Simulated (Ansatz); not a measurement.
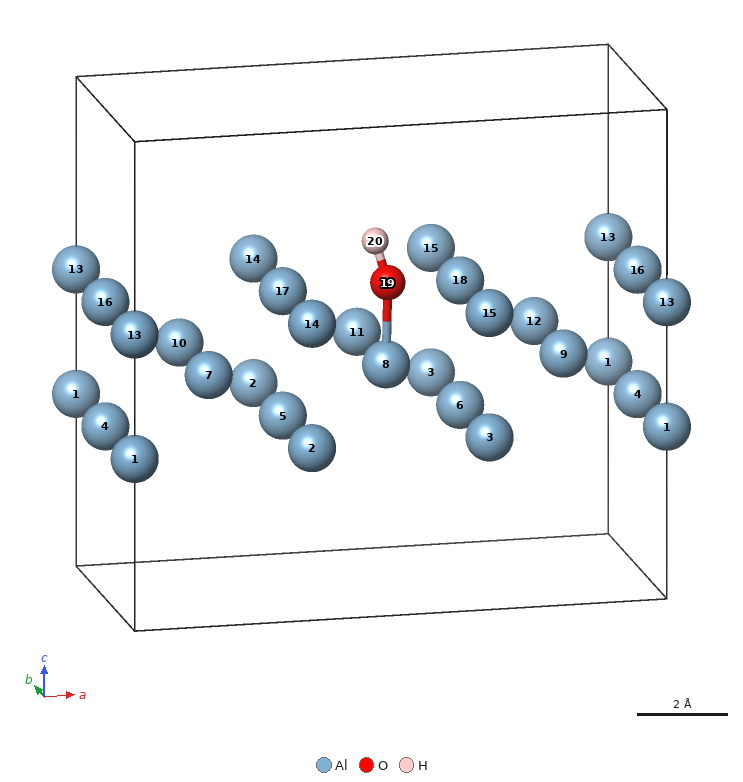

The structure as given in the input (ball-and-stick view of the cell of the calculation, with the vacuum cut short, seen slightly off an axis; atoms are numbered from 1 in the order of the input). An atom can appear more than once, as a periodic image.

# Al18HO: geometry relaxation (part 1 of 2)

The run: geometry relaxation of Al18HO (slab, 20 atoms in the cell). Method and program: DFT r2SCAN, scalar-relativistic, plane waves, PAW (Ansatz 0.2.0).

The run did not end well. The input holds or restrains some coordinates. Forces given for the steps count only the free coordinates. It belongs to a series of runs on one base structure; here: start relaxed. Figures and captions count atoms from 1; the log counts them from 0 in places.

## Input
```yaml
accuracy: low
crystal:
  lattice:
    - [12.15, 0.0, 0.0]
    - [0.0, 5.727565, 0.0]
    - [0.0, 0.0, 13.863782]
  atoms:
    - { symbol: Al, position: [0.0, 0.0, 0.0721304] }
    - { symbol: Al, position: [0.3333333, 0.0, 0.0721304] }
    - { symbol: Al, position: [0.6666667, 0.0, 0.0721304] }
    - { symbol: Al, position: [0.0, 0.5, 0.0721304] }
    - { symbol: Al, position: [0.3333333, 0.5, 0.0721304] }
    - { symbol: Al, position: [0.6666667, 0.5, 0.0721304] }
    - { symbol: Al, position: [0.1666667, 0.25, 0.1754133] }
    - { symbol: Al, position: [0.5, 0.25, 0.1754133] }
    - { symbol: Al, position: [0.8333333, 0.25, 0.1754133] }
    - { symbol: Al, position: [0.1666667, 0.75, 0.1754133] }
    - { symbol: Al, position: [0.5, 0.75, 0.1754133] }
    - { symbol: Al, position: [0.8333333, 0.75, 0.1754133] }
    - { symbol: Al, position: [0.0, 0.0, 0.2786961] }
    - { symbol: Al, position: [0.3333333, 0.0, 0.2786961] }
    - { symbol: Al, position: [0.6666667, 0.0, 0.2786961] }
    - { symbol: Al, position: [0.0, 0.5, 0.2786961] }
    - { symbol: Al, position: [0.3333333, 0.5, 0.2786961] }
    - { symbol: Al, position: [0.6666667, 0.5, 0.2786961] }
    - { symbol: O, position: [0.501417, 0.2347936, 0.3125974] }
    - { symbol: H, position: [0.4810992, 0.2645566, 0.3796787] }
basis:
  ecutwfc: 500.0
kpoints:
  mp_grid: { grid: [1, 2, 1] }
hamiltonian:
  xc: r2scan
scf:
  occupations: { method: fermi_dirac, width: 0.15 }
  lower_state_search: "off"
relax:
  f_tol: 0.08
  max_steps: 25
  adjacent_minimum: "off"
  constraints: [{ sites: [0, 1, 2, 3, 4, 5] }]
output:
  write_density: true
  write_potential: true
  elf: true
  volumetric_format: npy
```

Run on 1 thread of Arm Neoverse V2, 128 GiB of memory available, shared host.

Launched with:
```bash
ansatz run input.yaml --threads 1 --pin off --max-ram 3072MiB --backend cpu --events-out ev --progress --plain --runs-dir out
```

## What the program printed
```
settings of this run that can trade accuracy for cost: accuracy: low. Do not mix this run's numbers with those of runs without the same settings; the input reference describes each key
band count auto-derived: 53 (N_el = 61.0; filled up to band 31; 51 by the electrons, moments and atoms)
Engine: ansatz 0.2.0, aarch64-unknown-linux-gnu
Pseudopotentials: kind: paw
Pseudopotential: Al, paw, valence charge 3, recommended cutoff 500 eV (meta_gga), Al.paw.azcp
Pseudopotential: O, paw, valence charge 6, recommended cutoff 500 eV (meta_gga), O.paw.azcp
Pseudopotential: H, paw, valence charge 1, recommended cutoff 500 eV (meta_gga), H.paw.azcp
Functional definition: r2SCAN
  parameter k0 = 0.174
  parameter k1 = 0.065
  parameter a1 = 4.9479
  exchange = r2scan_x(k0 = k0, k1 = k1, a1 = a1)
  correlation = r2scan_c
Crystal: 20 atoms, lattice volume = 964.779 Å³
Basis set: ecut = 500 eV, 24511 PW (Γ), exchange–correlation on 270×135×324 points (27 copies of the dense FFT grid, shifted against one another)
Bands: 53, of which v1, the nominal top of the filled ones, is band 31 counted from 1 (30 counted from 0)
Symmetry: 1 space group operations
Space group: P1 (ITA 1), of the structure as read, at distance tolerance 9.9e-5 Å
k-points: 2
Non-local potential: Al, projectors of the file, l = 0: 2, l = 1: 2, l = 2: 1
Non-local potential: O, projectors of the file, l = 0: 2, l = 1: 2, l = 2: 1
Non-local potential: H, projectors of the file, l = 0: 2, l = 1: 1
PAW form: soft (Blöchl's): semilocal exchange-correlation on the pseudo side does not see the compensation charge
PAW frozen core: Al, regenerated for the run's functional (the file was generated under x = pbe(κ = 0.804, μ = 0.2195149727645171), c = pbe(β = 0.06672455060314922))
PAW frozen core: O, regenerated for the run's functional (the file was generated under x = pbe(κ = 0.804, μ = 0.2195149727645171), c = pbe(β = 0.06672455060314922))
PAW one-centre angular grid: Al, 302 points (default); XC on 160 Gauss nodes
PAW one-centre angular grid: O, 302 points (default); XC on 160 Gauss nodes
PAW one-centre angular grid: H, 302 points (default); XC on 160 Gauss nodes
Initial density: superposition of atomic densities (neutral atoms: chi_scale 0, normalization atom), corrected by the library's trained network
Initial wavefunctions: pseudopotential atomic-orbital guess
Functional: x = r2scan, c = r2scan; τ floored in thin density (d = 2e-4 eV/Å³)
SCF iter   1: F=-10299.714631 eV  HF=-10300.135461 eV  |F-HF|=4.21e-1  |Δ(HF+E_count)|=         —  Δρ=4.68e-3  dr2=7.59e-1  dr2_τ=1.06e-1  ethr=1.77e-3  ⟨swp⟩=16.0  Hψ=750  notcnv=0
preconditioner: auto → LDOS  [metal: Δε(μ)=0.388 eV  Ē_g=6.536 eV  σ=0.150 eV  W_gap=0.50  n_scr=82 (ndim 8)  ℏωp=9.2 eV  f_vac=0.451  D(μ)=12.46/eV (n_scr^D=64)  β→1.0]
SCF iter   2: F=-10300.130881 eV  HF=-10300.157888 eV  |F-HF|=2.70e-2  |Δ(HF+E_count)|=   2.24e-2  Δρ=1.85e-3  dr2=7.81e-2  dr2_τ=1.63e-3  ethr=1.24e-3  ⟨swp⟩=3.5  Hψ=235  notcnv=0
SCF iter   3: F=-10300.169424 eV  HF=-10300.176497 eV  |F-HF|=7.07e-3  |Δ(HF+E_count)|=   1.86e-2  Δρ=5.76e-4  dr2=1.26e-2  dr2_τ=1.77e-4  ethr=1.28e-4  ⟨swp⟩=2.0  Hψ=200  notcnv=0
SCF iter   4: F=-10300.176559 eV  HF=-10300.176580 eV  |F-HF|=2.08e-5  |Δ(HF+E_count)|=   8.25e-5  Δρ=1.34e-4  dr2=4.42e-4  dr2_τ=3.37e-6  ethr=2.07e-5  ⟨swp⟩=2.5  Hψ=186  notcnv=0
SCF iter   5: F=-10300.176787 eV  HF=-10300.176806 eV  |F-HF|=1.89e-5  |Δ(HF+E_count)|=   2.26e-4  Δρ=4.51e-5  dr2=5.60e-5  dr2_τ=4.11e-7  ethr=7.25e-7  ⟨swp⟩=2.0  Hψ=173  notcnv=0
SCF iter   6: F=-10300.176816 eV  HF=-10300.176817 eV  |F-HF|=1.22e-6  |Δ(HF+E_count)|=   1.12e-5  Δρ=1.31e-5  dr2=4.26e-6  dr2_τ=3.87e-8  ethr=9.18e-8  ⟨swp⟩=12.5  Hψ=992  notcnv=0
SCF 1 converged in 6 iterations: F = -10300.176816 eV  dr2 = 4.26e-6
  greatest PAW one-centre occupation: 0.876 electrons in one spin orbital (limit 2), on the O atom at site 18 (counted from 0), in its partial waves of l = 0
relax step   1: F+E_penalty+E_count = -10300.17681592 eV  Δ(F+E_penalty+E_count) = +0.000e0 eV  max|allowed force component| = 8.929e-1 eV/Å  Δτ_max = 0.0000 Å  (6 SCF iters, dr2 threshold 1.00e-4 eV, accepted)
Initial density: handed on by an earlier stage of this run
Initial wavefunctions: those handed on with the density
iter 1 solved again at ethr=6.79e-4 eV; its pass at ethr=3.10e-3 eV (dr2=4.14e-1 eV) is discarded
SCF iter   1: F=-10300.646352 eV  HF=-10300.846215 eV  |F-HF|=2.00e-1  |Δ(HF+E_count)|=         —  Δρ=5.35e-3  dr2=4.16e-1  dr2_τ=4.57e-1  ethr=6.79e-4  ⟨swp⟩=1.5  Hψ=537  notcnv=0
preconditioner: auto → LDOS  [metal: Δε(μ)=0.164 eV  Ē_g=6.536 eV  σ=0.150 eV  W_gap=0.25  n_scr=82 (ndim 8)  ℏωp=9.2 eV  f_vac=0.448  D(μ)=9.91/eV (n_scr^D=40)  β→1.0]
SCF iter   2: F=-10300.789761 eV  HF=-10300.841112 eV  |F-HF|=5.14e-2  |Δ(HF+E_count)|=   5.10e-3  Δρ=1.90e-3  dr2=8.59e-2  dr2_τ=1.63e-3  ethr=6.79e-4  ⟨swp⟩=2.0  Hψ=220  notcnv=0
SCF iter   3: F=-10300.833340 eV  HF=-10300.838361 eV  |F-HF|=5.02e-3  |Δ(HF+E_count)|=   2.75e-3  Δρ=5.16e-4  dr2=8.79e-3  dr2_τ=5.80e-5  ethr=1.41e-4  ⟨swp⟩=2.0  Hψ=218  notcnv=0
SCF iter   4: F=-10300.838011 eV  HF=-10300.838458 eV  |F-HF|=4.47e-4  |Δ(HF+E_count)|=   9.74e-5  Δρ=1.70e-4  dr2=8.62e-4  dr2_τ=6.67e-6  ethr=1.44e-5  ⟨swp⟩=3.0  Hψ=187  notcnv=0
SCF iter   5: F=-10300.838511 eV  HF=-10300.838546 eV  |F-HF|=3.47e-5  |Δ(HF+E_count)|=   8.78e-5  Δρ=4.49e-5  dr2=6.49e-5  dr2_τ=3.78e-7  ethr=1.41e-6  ⟨swp⟩=3.0  Hψ=194  notcnv=0
SCF iter   6: F=-10300.838551 eV  HF=-10300.838552 eV  |F-HF|=1.66e-6  |Δ(HF+E_count)|=   6.35e-6  Δρ=1.18e-5  dr2=3.33e-6  dr2_τ=1.77e-8  ethr=8.17e-8  ⟨swp⟩=12.5  Hψ=966  notcnv=0
SCF 2 converged in 6 iterations: F = -10300.838551 eV  dr2 = 3.33e-6
  greatest PAW one-centre occupation: 0.873 electrons in one spin orbital (limit 2), on the O atom at site 18 (counted from 0), in its partial waves of l = 0
relax step   2: F+E_penalty+E_count = -10300.83855051 eV  Δ(F+E_penalty+E_count) = -6.617e-1 eV  max|allowed force component| = 5.376e-1 eV/Å  Δτ_max = 0.1908 Å  (6 SCF iters, dr2 threshold 4.98e-5 eV, accepted)
iter 1 solved again at ethr=6.35e-4 eV; its pass at ethr=3.10e-3 eV (dr2=3.87e-1 eV) is discarded
SCF iter   1: F=-10301.058383 eV  HF=-10301.122094 eV  |F-HF|=6.37e-2  |Δ(HF+E_count)|=         —  Δρ=7.51e-3  dr2=3.89e-1  dr2_τ=1.37e0  ethr=6.35e-4  ⟨swp⟩=1.5  Hψ=562  notcnv=0
preconditioner: auto → LDOS  [metal: Δε(μ)=0.192 eV  Ē_g=6.534 eV  σ=0.150 eV  W_gap=0.30  n_scr=82 (ndim 8)  ℏωp=9.2 eV  f_vac=0.447  D(μ)=7.74/eV (n_scr^D=26)  β→1.0]
SCF iter   2: F=-10301.135416 eV  HF=-10301.216344 eV  |F-HF|=8.09e-2  |Δ(HF+E_count)|=   9.43e-2  Δρ=2.75e-3  dr2=1.15e-1  dr2_τ=6.41e-3  ethr=6.35e-4  ⟨swp⟩=3.0  Hψ=323  notcnv=0
SCF iter   3: F=-10301.193628 eV  HF=-10301.194044 eV  |F-HF|=4.16e-4  |Δ(HF+E_count)|=   2.23e-2  Δρ=5.27e-4  dr2=4.25e-3  dr2_τ=2.22e-4  ethr=1.88e-4  ⟨swp⟩=2.5  Hψ=217  notcnv=0
[...]
  greatest PAW one-centre occupation: 0.872 electrons in one spin orbital (limit 2), on the O atom at site 18 (counted from 0), in its partial waves of l = 0
relax step   3: F+E_penalty+E_count = -10301.19578273 eV  Δ(F+E_penalty+E_count) = -3.572e-1 eV  max|allowed force component| = 5.906e-1 eV/Å  Δτ_max = 0.1944 Å  (6 SCF iters, dr2 threshold 1.81e-5 eV, accepted)
preconditioner: auto → LDOS  [metal: Δε(μ)=0.261 eV  Ē_g=6.543 eV  σ=0.150 eV  W_gap=0.40  n_scr=82 (ndim 8)  ℏωp=9.2 eV  f_vac=0.446  D(μ)=6.77/eV (n_scr^D=18)  β→1.0]
relax step   4: F+E_penalty+E_count = -10301.45358083 eV  Δ(F+E_penalty+E_count) = -2.578e-1 eV  max|allowed force component| = 8.520e-1 eV/Å  Δτ_max = 0.2000 Å  (6 SCF iters, dr2 threshold 1.00e-4 eV, accepted)
preconditioner: auto → LDOS  [metal: Δε(μ)=0.239 eV  Ē_g=6.593 eV  σ=0.150 eV  W_gap=0.37  n_scr=82 (ndim 8)  ℏωp=9.2 eV  f_vac=0.446  D(μ)=6.87/eV (n_scr^D=22)  β→1.0]
  greatest PAW one-centre occupation: 0.874 electrons in one spin orbital (limit 2), on the O atom at site 18 (counted from 0), in its partial waves of l = 0
relax step   5: F+E_penalty+E_count = -10301.75019593 eV  Δ(F+E_penalty+E_count) = -2.966e-1 eV  max|allowed force component| = 9.009e-1 eV/Å  Δτ_max = 0.1946 Å  (6 SCF iters, dr2 threshold 1.00e-4 eV, accepted)
preconditioner: auto → LDOS  [metal: Δε(μ)=0.205 eV  Ē_g=6.658 eV  σ=0.150 eV  W_gap=0.32  n_scr=82 (ndim 8)  ℏωp=9.2 eV  f_vac=0.445  D(μ)=7.56/eV (n_scr^D=26)  β→1.0]
relax step   6: F+E_penalty+E_count = -10301.85801294 eV  Δ(F+E_penalty+E_count) = -1.078e-1 eV  max|allowed force component| = 1.350e0 eV/Å  Δτ_max = 0.1949 Å  (6 SCF iters, dr2 threshold 1.00e-4 eV, accepted)
preconditioner: auto → LDOS  [metal: Δε(μ)=0.201 eV  Ē_g=6.626 eV  σ=0.150 eV  W_gap=0.30  n_scr=82 (ndim 8)  ℏωp=9.2 eV  f_vac=0.444  D(μ)=7.73/eV (n_scr^D=26)  β→1.0]
relax step   7: F+E_penalty+E_count = -10301.99807037 eV  Δ(F+E_penalty+E_count) = -1.401e-1 eV  max|allowed force component| = 5.447e-1 eV/Å  Δτ_max = 0.2000 Å  (5 SCF iters, dr2 threshold 1.00e-4 eV, accepted)
preconditioner: auto → LDOS  [insulator: Δε(μ)=0.379 eV  Ē_g=6.593 eV  σ=0.150 eV  W_gap=0.53  n_scr=82 (ndim 8)  ℏωp=9.2 eV  f_vac=0.444  D(μ)=7.28/eV (n_scr^D=22)  ε∞_Penn≈2.9  β→1.0]
relax step   8: F+E_penalty+E_count = -10302.11252000 eV  Δ(F+E_penalty+E_count) = -1.144e-1 eV  max|allowed force component| = 1.304e0 eV/Å  Δτ_max = 0.1913 Å  (5 SCF iters, dr2 threshold 4.83e-5 eV, accepted)
preconditioner: auto → LDOS  [insulator: Δε(μ)=0.374 eV  Ē_g=6.602 eV  σ=0.150 eV  W_gap=0.53  n_scr=82 (ndim 8)  ℏωp=9.2 eV  f_vac=0.444  D(μ)=7.22/eV (n_scr^D=22)  ε∞_Penn≈2.9  β→1.0]
relax step   9: F+E_penalty+E_count = -10302.17637577 eV  Δ(F+E_penalty+E_count) = -6.386e-2 eV  max|allowed force component| = 9.632e-1 eV/Å  Δτ_max = 0.1648 Å  (4 SCF iters, dr2 threshold 1.00e-4 eV, accepted)
preconditioner: auto → LDOS  [metal: Δε(μ)=0.293 eV  Ē_g=6.614 eV  σ=0.150 eV  W_gap=0.43  n_scr=82 (ndim 8)  ℏωp=9.2 eV  f_vac=0.444  D(μ)=7.39/eV (n_scr^D=22)  β→1.0]
relax step  10: F+E_penalty+E_count = -10302.23304353 eV  Δ(F+E_penalty+E_count) = -5.667e-2 eV  max|allowed force component| = 5.259e-1 eV/Å  Δτ_max = 0.1279 Å  (4 SCF iters, dr2 threshold 1.00e-4 eV, accepted)
preconditioner: auto → LDOS  [metal: Δε(μ)=0.169 eV  Ē_g=6.642 eV  σ=0.150 eV  W_gap=0.26  n_scr=82 (ndim 8)  ℏωp=9.2 eV  f_vac=0.443  D(μ)=7.26/eV (n_scr^D=22)  β→1.0]
  greatest PAW one-centre occupation: 0.877 electrons in one spin orbital (limit 2), on the O atom at site 18 (counted from 0), in its partial waves of l = 0
relax step  11: F+E_penalty+E_count = -10302.29401721 eV  Δ(F+E_penalty+E_count) = -6.097e-2 eV  max|allowed force component| = 3.108e-1 eV/Å  Δτ_max = 0.1947 Å  (5 SCF iters, dr2 threshold 8.25e-5 eV, accepted)
preconditioner: auto → LDOS  [metal: Δε(μ)=0.248 eV  Ē_g=6.659 eV  σ=0.150 eV  W_gap=0.39  n_scr=82 (ndim 8)  ℏωp=9.2 eV  f_vac=0.442  D(μ)=6.97/eV (n_scr^D=22)  β→1.0]
[...]
SCF 12 converged in 6 iterations: F = -10302.362856 eV  dr2 = 7.84e-6
relax step  12: F+E_penalty+E_count = -10302.36285565 eV  Δ(F+E_penalty+E_count) = -6.884e-2 eV  max|allowed force component| = 3.310e-1 eV/Å  Δτ_max = 0.1947 Å  (6 SCF iters, dr2 threshold 2.88e-5 eV, accepted)
SCF iter   1: F=-10302.346769 eV  HF=-10302.351764 eV  |F-HF|=5.00e-3  |Δ(HF+E_count)|=         —  Δρ=3.98e-3  dr2=1.41e-1  dr2_τ=3.88e-1  ethr=2.53e-3  ⟨swp⟩=4.0  Hψ=322  notcnv=0
preconditioner: auto → LDOS  [metal: Δε(μ)=0.259 eV  Ē_g=6.659 eV  σ=0.150 eV  W_gap=0.39  n_scr=82 (ndim 8)  ℏωp=9.2 eV  f_vac=0.441  D(μ)=6.38/eV (n_scr^D=16)  β→1.0]
SCF iter   2: F=-10302.378593 eV  HF=-10302.400893 eV  |F-HF|=2.23e-2  |Δ(HF+E_count)|=   4.91e-2  Δρ=1.30e-3  dr2=3.16e-2  dr2_τ=1.01e-3  ethr=2.31e-4  ⟨swp⟩=2.0  Hψ=236  notcnv=0
SCF iter   3: F=-10302.392084 eV  HF=-10302.396007 eV  |F-HF|=3.92e-3  |Δ(HF+E_count)|=   4.89e-3  Δρ=6.24e-4  dr2=5.44e-3  dr2_τ=3.45e-4  ethr=5.18e-5  ⟨swp⟩=2.0  Hψ=162  notcnv=0
SCF iter   4: F=-10302.394997 eV  HF=-10302.395302 eV  |F-HF|=3.05e-4  |Δ(HF+E_count)|=   7.05e-4  Δρ=1.98e-4  dr2=5.05e-4  dr2_τ=5.13e-5  ethr=8.92e-6  ⟨swp⟩=2.0  Hψ=144  notcnv=0
SCF iter   5: F=-10302.395237 eV  HF=-10302.395266 eV  |F-HF|=2.94e-5  |Δ(HF+E_count)|=   3.60e-5  Δρ=6.36e-5  dr2=5.93e-5  dr2_τ=4.97e-6  ethr=8.28e-7  ⟨swp⟩=2.5  Hψ=175  notcnv=0
```

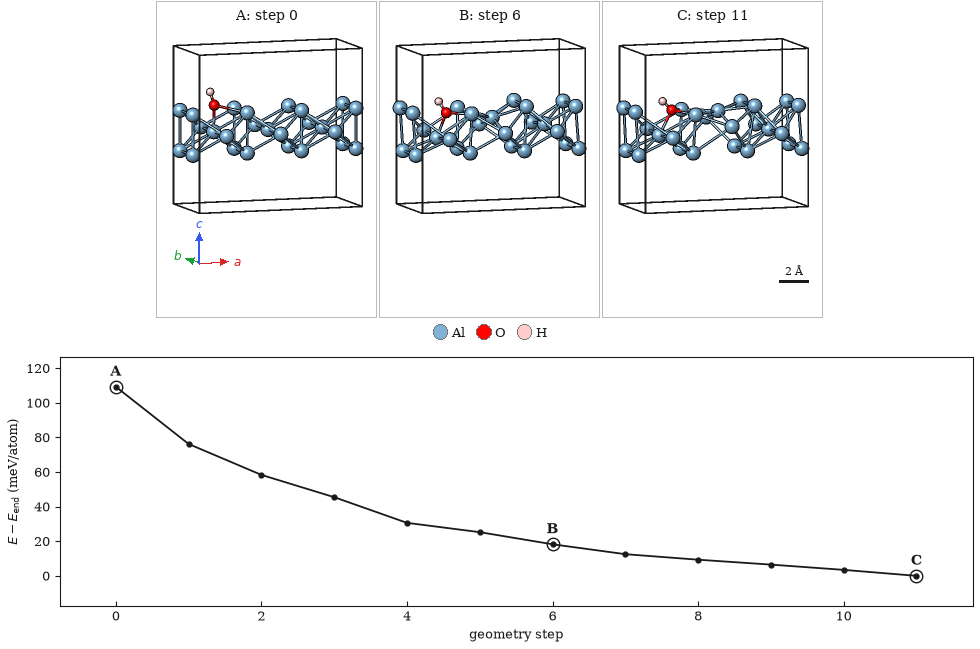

Frames of the restrained relaxation (ball-and-stick view of the cell of the calculation, with the vacuum cut short (origin shifted), seen slightly off an axis) above the curves, on which the letters mark them (the first geometry is step 0 here and step 1 in the log).

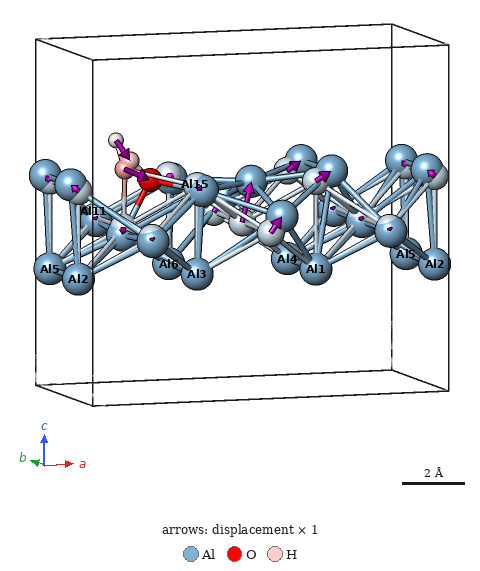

Start (faint) and end (solid) with the displacements as pink arrows, at true length (ball-and-stick view of the cell of the calculation, with the vacuum cut short (origin shifted), seen slightly off an axis). The run was cut off at its time limit before the relaxation converged, so the last structure is only a point on the way. The largest move is that of Al9, 1.36 Å. Largest moves by element: Al 1.36 Å, O 0.97 Å, H 0.81 Å. The lattice vectors keep their values. Distances before and after: Al4–Al9 2.864 → 3.537 Å, Al6–Al12 2.864 → 3.442 Å, Al3–Al12 2.864 → 3.409 Å, Al18–O19 2.561 → 2.076 Å. Among the angles that change: Al8–O19–H20 160.1° → 105.5°, Al15–Al9–Al16 120.0° → 171.7°, Al13–Al9–Al18 120.0° → 171.0°. The energy falls by 109 meV per atom in 11 geometry steps. The largest force component goes from 0.89 to 0.33 eV/Å. (Atoms are counted from 1 in the order of the input.)

```
Step cancelled. What follows is not a result of the run: it is the report of the last solve that finished, which converged after 6 SCF iterations.
Free energy (F): -10302.362856 eV
Harris-Foulkes:  -10302.362861 eV  (|F-HF|=5.44e-6)
Internal energy: -10301.835777 eV  (E = F + TS)
E sigma→0 (E₀):  -10302.099316 eV
Entropy (-TS):   -0.527078 eV (-26.354 meV/atom)
Fermi energy:    -0.370091 eV
--- Per-component energies (eV) ---
  E_band       = -318.850618
  E_kinetic    = 560.222295
  E_local      = -5331.000692  (includes V_loc(G=0)·N_el)
  E_nonlocal   = 226.962460
  E_hartree    = 2466.339187
  E_xc         = -714.326570
  E_vxc        = -638.994722  (∫ρ·V_xc dr)
  E_paw        = -8674.857167  (= ΣΔE_a)
  E_vpaw       = -97.788339  (= ΣTr[D̂ρ^β])
  E_aug_tail   = 0.000598  (compensation charges beyond the density's cutoff)
  E_vtau       = 29.069069  (kinetic-family band-sum trace: ∫τ·v_τ [+ j·A + Jᵃ·Aᵃ] dr)
  E_ewald      = 1165.937997
  E_core_change = -1.113886  (= ΣΔE_core)
  E_smearing   = -0.527078  (= −TS)
  E_closure    = -0.000000  (closes the sum)
  Σ components = -10302.362856   (vs F -10302.362856, Δ=0.00e0)
--- Forces (eV/Å), atoms counted from 1 ---
  atom   1  Al    -0.31075491     0.14584743     0.19299829
  atom   2  Al     0.20703621     0.05893531    -0.09959521
  atom   3  Al     0.04162444    -0.36629049    -0.13509804
  atom   4  Al    -0.31514412    -0.12621470     0.20845676
  atom   5  Al     0.17123338     0.00072186    -0.13726328
  atom   6  Al     0.06335819     0.34840622    -0.09327908
  atom   7  Al    -0.00009032    -0.02492648     0.01836025
  atom   8  Al    -0.07781185    -0.05151287    -0.13868889
  atom   9  Al     0.01203938     0.02559538    -0.04448167
  atom  10  Al     0.02772018     0.03593446    -0.01472718
  atom  11  Al    -0.07861446     0.01129592     0.02957005
  atom  12  Al    -0.00629100    -0.04159151     0.04052669
  atom  13  Al     0.03795108     0.04794317     0.01396794
  atom  14  Al     0.05152756    -0.00779816     0.00127702
  atom  15  Al     0.07459800    -0.01227272    -0.01966632
  atom  16  Al     0.07708373    -0.04627853     0.02071113
  atom  17  Al     0.02267636    -0.02943552    -0.00055418
  atom  18  Al    -0.01764720    -0.05022048    -0.00289829
  atom  19  O      0.25273976    -0.04139290    -0.16930931
  atom  20  H     -0.23366704     0.12322070     0.33097854
  max |Σ_I F_I| component: 1.29e-3 eV/Å
--- Band table (eV) ---
```
